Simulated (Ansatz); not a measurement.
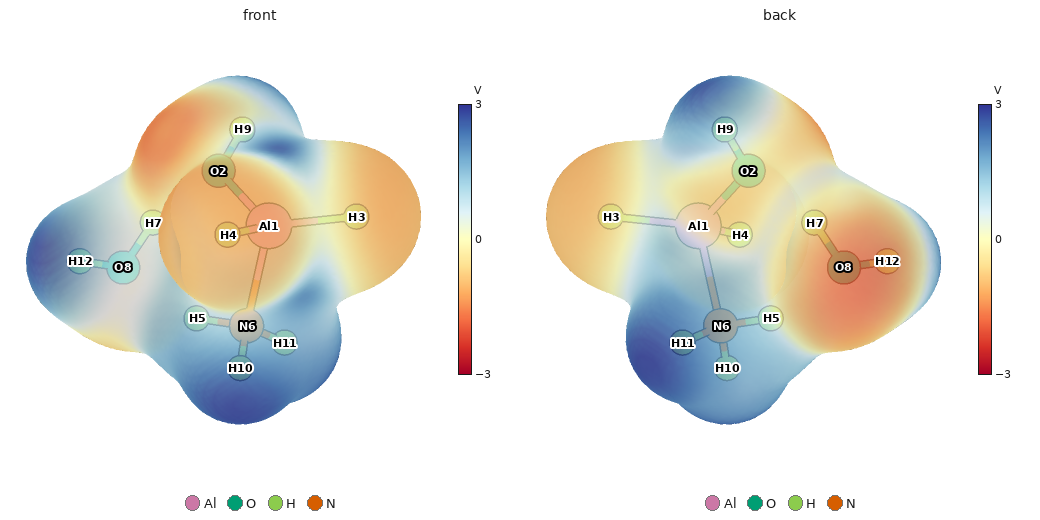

AlH₆NO···H₂O. The electrostatic potential painted on the density surface at 0.004 e/bohr³, seen from the front and from behind; the colour scale runs from red (negative) to blue (positive).

All numbers below come from RKS B3LYP-D4/cc-pVDZ (Ansatz 0.2.0).

Input

```
crystal:
  periodic: [false, false, false]
  atoms:
    - { symbol: Al, position_ang: [0.471625, -1.961077, 0.126158] }
    - { symbol: O, position_ang: [1.127552, -1.015952, -1.293194] }
    - { symbol: H, position_ang: [-0.743678, -2.938904, -0.159271] }
    - { symbol: H, position_ang: [1.389643, -1.92385, 1.41366] }
    - { symbol: H, position_ang: [-0.857026, 1.271858, 0.584476] }
    - { symbol: "N", position_ang: [-1.179868, 0.546215, 1.227233] }
    - { symbol: H, position_ang: [0.651864, 1.195325, -1.314883] }
    - { symbol: O, position_ang: [0.391403, 2.109281, -1.110062] }
    - { symbol: H, position_ang: [0.650136, -1.153461, -2.124354] }
    - { symbol: H, position_ang: [-0.903762, 0.834972, 2.167131] }
    - { symbol: H, position_ang: [-2.200801, 0.562421, 1.209339] }
    - { symbol: H, position_ang: [1.20281, 2.473173, -0.726432] }
basis:
  gaussian: { orbitals: cc-pVDZ }
hamiltonian:
  xc: b3lyp
  dispersion: d4
relax:
  f_tol: 0.03
  max_steps: 50
output:
  orbitals: {}
```

Command:

```sh
ansatz run input.yaml --threads 2 --pin off --max-ram 3072MiB --backend cpu --events-out ev --progress --plain --runs-dir out
```

The fields are those of the run's last geometry, not of the input's.

### Which sites attract a positive test charge, and which a negative one?

A positive charge is drawn to the negative regions and a negative charge to the positive ones. The most negative region (about −1.8 V) lies over O8, the most positive (about +2.9 V) over H10 and H11. O8 is the likeliest acceptor of a hydrogen bond.
